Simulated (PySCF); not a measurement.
C3H8BO3, SMILES O(C)B(O[CH2])OC, doublet, GFN2-xTB optimised geometry. Atoms within 1.6 Å of the plane z = 1.0 Å (x, y, z in Å): C1 (1.12, -1.12, 0.34), O2 (0.29, -0.11, 0.00), B3 (-1.09, -0.11, 0.00), O4 (-1.90, -1.19, -0.05), C5 (-1.49, -2.53, -0.23), O6 (-1.73, 1.08, 0.00), C7 (-1.04, 2.31, 0.05), H8 (2.14, -0.98, 0.02), H9 (0.90, -1.72, 1.21), H11 (-0.45, -2.59, -0.56), H12 (-1.59, -3.07, 0.72), H13 (-1.76, 3.07, 0.36), H15 (-0.21, 2.27, 0.75).

Calculation: unrestricted B3LYP/def2-TZVP run with PySCF.

Map of the spin density (e/bohr³) on the plane z = 1.0 Å:

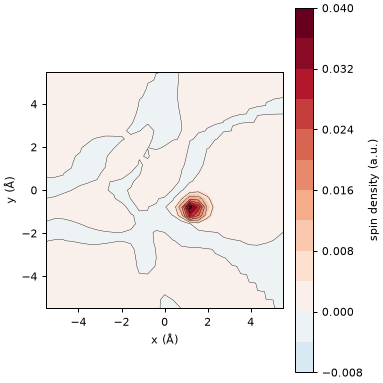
*Spin density (e/bohr³) on the plane z = 1.0 Å.*
